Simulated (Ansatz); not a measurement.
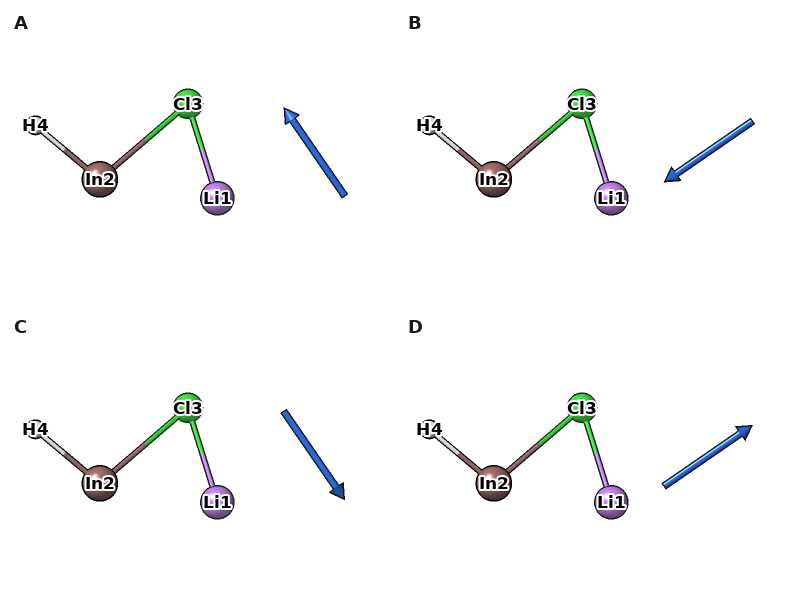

The same molecule four times, each with an arrow. The geometry was computed by an optimisation with PBE0-D4/def2-TZVP. No frequency run is at hand to confirm it as a minimum. Level of theory: RKS PBE0-D4/def2-TZVP, core potentials on In (Ansatz 0.2.0).

Question: Which arrow points along the dipole moment, from the negative to the positive end?

Answer: C. The dipole moment is 5.08 D; it points from the side of H4 to the side of Li1 (the outermost atoms at the two ends).
